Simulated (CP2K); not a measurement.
# PM6 run of InF (SMILES [F][In])

What is the energy change on altering one bond length of InF at PM6? 

The calculation is run with CP2K 2026.2.

4 further runs of the same task are left out: 1 that didn't finish, 3 set aside as unsound or not needed.

### 1 The molecule

InF has 2 atoms, charge 0, and is taken as a singlet. As SMILES, `[F][In]`. Geometry: relaxed at PBE0-D4/def2-TZVP.

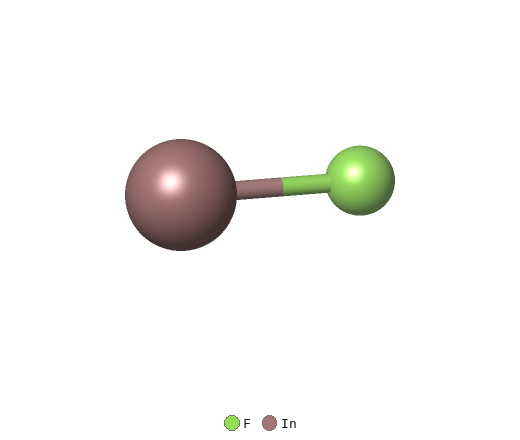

The structure, seen from a chosen angle (fluorine green, indium brown).

### 2 The energy at PM6

Contents of calc.inp:

```
&GLOBAL
  PROJECT calc
  RUN_TYPE ENERGY
  PRINT_LEVEL MEDIUM
&END GLOBAL
&FORCE_EVAL
  METHOD Quickstep
  &DFT
    ! Quickstep
    &QS
      METHOD PM6
      EPS_DEFAULT 1.0E-10
      &SE
        &COULOMB
          CUTOFF [angstrom] 50
          RC_RANGE [angstrom] 0
        &END COULOMB
        &EXCHANGE
          CUTOFF [angstrom] 50
          RC_RANGE [angstrom] 0
        &END EXCHANGE
      &END SE
    &END QS
    ! isolated system
    &POISSON
      PERIODIC NONE
      POISSON_SOLVER ANALYTIC
    &END POISSON
    ! self-consistent field
    &SCF
      SCF_GUESS ATOMIC
      EPS_SCF 1.0E-07
      MAX_SCF 100
      ADDED_MOS 2
      &DIAGONALIZATION
        ALGORITHM STANDARD
      &END DIAGONALIZATION
      &MIXING
        METHOD DIRECT_P_MIXING
        ALPHA 0.4
      &END MIXING
    &END SCF
    &PRINT
      &MOMENTS
        PERIODIC F
        REFERENCE COM
        MAX_MOMENT 1
      &END MOMENTS
      &MO ON
        ENERGIES T
        OCCUPATION_NUMBERS T
        NDIGITS 6
        &EACH
          QS_SCF 0
        &END EACH
        ADD_LAST NUMERIC
      &END MO
      &HIRSHFELD OFF
      &END HIRSHFELD
    &END PRINT
  &END DFT
  ! structure
  &SUBSYS
    &CELL
      ABC 8 8 10
      PERIODIC NONE
    &END CELL
    &COORD
      F      0.000000     0.000000     0.015910
      In     0.000000     0.000000     2.009580
    &END COORD
    &TOPOLOGY
      &CENTER_COORDINATES
      &END CENTER_COORDINATES
    &END TOPOLOGY
  &END SUBSYS
&END FORCE_EVAL
```

On the command line:

```console
$ OMP_NUM_THREADS=1 cp2k.psmp -i calc.inp > calc.out 2>&1
```

The log of the run:

```text
CP2K| version string:                                       CP2K version 2026.2
[...]
 GLOBAL| Method name                                                        CP2K
[...]
 GLOBAL| Run type                                                         ENERGY
[...]
                             - Atoms:                                          2
[...]
                             - Spherical basis functions:                      8
[...]
 Number of electrons:                                                         10
[...]
     1 P_Mix/Diag. 0.40E+00    0.0     1.23998672       -18.2005282876 -1.82E+01
[...]
    17 DIIS/Diag.  0.21E-07    0.0     0.00000002       -19.3420512681 -3.91E-14
  *** SCF run converged in    17 steps ***
  Core-core repulsion energy [eV]:                            129.28804990232462
  Core Hamiltonian energy [eV]:                              -904.75495117676758
  Two-electron integral energy [eV]:                          498.28583929198004
  Electronic energy [eV]:                                    -655.61203153077759
  Total energy [eV]:                                         -526.32398162845300
  Atomic reference energy [eV]:                               524.09830471079374
  Heat of formation [kcal/mol]:                               -51.32533308452995
[...]
 SE_DIPOLE| Moment [Debye]          0.00000000       0.00000000      -3.36877507
 SE_DIPOLE| Derivative [a.u.]       0.00000000       0.00000000       0.00000000
 ENERGY| Total FORCE_EVAL ( QS ) energy [hartree]            -19.342051268062971
[...]
```

Run time: 0.92 s. Hardware: 1 thread of Intel Xeon Platinum 8488C (Sapphire Rapids), shared host; peak memory 0.2 GiB.

### 3 The distorted shape

Contents of molecule.inp:

```
&GLOBAL
  PROJECT_NAME molecule
  RUN_TYPE ENERGY
  PRINT_LEVEL MEDIUM
&END GLOBAL
&FORCE_EVAL
  METHOD QS
  &DFT
    CHARGE 0
    MULTIPLICITY 1
    &QS
      METHOD PM6
      EPS_DEFAULT 1.0E-10
      &SE
        &COULOMB
          CUTOFF [angstrom] 50
          RC_RANGE [angstrom] 0
        &END COULOMB
        &EXCHANGE
          CUTOFF [angstrom] 50
          RC_RANGE [angstrom] 0
        &END EXCHANGE
      &END SE
    &END QS
    &POISSON
      PERIODIC NONE
      POISSON_SOLVER ANALYTIC
    &END POISSON
    &SCF
      SCF_GUESS ATOMIC
      EPS_SCF 1.0E-07
      MAX_SCF 100
      ADDED_MOS 2
      &DIAGONALIZATION
        ALGORITHM STANDARD
      &END DIAGONALIZATION
      &MIXING
        METHOD DIRECT_P_MIXING
        ALPHA 0.4
      &END MIXING
    &END SCF
    &PRINT
      &MOMENTS
        PERIODIC F
        REFERENCE COM
        MAX_MOMENT 1
      &END MOMENTS
      &MO ON
        ENERGIES T
        OCCUPATION_NUMBERS T
        NDIGITS 6
        &EACH
          QS_SCF 0
        &END EACH
        ADD_LAST NUMERIC
      &END MO
      &HIRSHFELD OFF
      &END HIRSHFELD
    &END PRINT
  &END DFT
  &SUBSYS
    &CELL
      ABC [angstrom] 8 8 10.6
      PERIODIC NONE
    &END CELL
    &COORD
      F      0.000000     0.000000    -0.582220
      In     0.000000     0.000000     2.009580
    &END COORD
    &TOPOLOGY
      &CENTER_COORDINATES
      &END CENTER_COORDINATES
    &END TOPOLOGY
  &END SUBSYS
&END FORCE_EVAL
```

On the command line:

```console
$ OMP_NUM_THREADS=1 cp2k.psmp -i molecule.inp -o molecule.out
```

The log of the run:

```text
CP2K| version string:                                       CP2K version 2026.2
[...]
 GLOBAL| Method name                                                        CP2K
[...]
 GLOBAL| Run type                                                         ENERGY
[...]
                             - Atoms:                                          2
[...]
                             - Spherical basis functions:                      8
[...]
 Number of electrons:                                                         10
[...]
     1 P_Mix/Diag. 0.40E+00    0.0     1.24971375       -18.2765917096 -1.83E+01
[...]
    17 DIIS/Diag.  0.88E-08    0.0     0.00000005       -19.2709809182 -1.81E-13
  *** SCF run converged in    17 steps ***
  Core-core repulsion energy [eV]:                            104.48431204594888
  Core Hamiltonian energy [eV]:                              -914.64729388809019
  Two-electron integral energy [eV]:                          571.54584557094427
  Electronic energy [eV]:                                    -628.87437110261806
  Total energy [eV]:                                         -524.39005905666920
  Atomic reference energy [eV]:                               524.09830471079374
  Heat of formation [kcal/mol]:                                -6.72801558128398
[...]
 SE_DIPOLE| Moment [Debye]         -0.00000000       0.00000000      -7.95797251
 SE_DIPOLE| Derivative [a.u.]       0.00000000       0.00000000       0.00000000
 ENERGY| Total FORCE_EVAL ( QS ) energy [hartree]            -19.270980918169030
[...]
```

Run time: 0.95 s. Hardware: 1 thread of Intel Xeon Platinum 8488C (Sapphire Rapids), shared host; peak memory 0.2 GiB.

### 4 Results

Level: PM6.

| quantity | value |
| --- | --- |
| first shape: total energy | -19.34205 Eh |
| first shape: dipole moment | 3.37 D |
| first shape: HOMO energy | -10.01 eV |
| first shape: LUMO energy | 0.96 eV |
| first shape: HOMO–LUMO gap | 10.97 eV |
| first shape: heat of formation | -51.3 kcal/mol |
| distorted shape: total energy | -19.27098 Eh |
| distorted shape: dipole moment | 7.96 D |
| distorted shape: HOMO energy | -9.67 eV |
| distorted shape: LUMO energy | -0.34 eV |
| distorted shape: HOMO–LUMO gap | 9.33 eV |
| distorted shape: heat of formation | -6.7 kcal/mol |
| energy change with the F1–In2 bond stretched from 1.994 to 2.592 Å | 1.934 eV |

In words: With the F1–In2 bond stretched from 1.994 to 2.592 Å the energy rises by 1.93 eV (187 kJ/mol). The first shape isn't relaxed at this level, so the change isn't measured from a minimum.
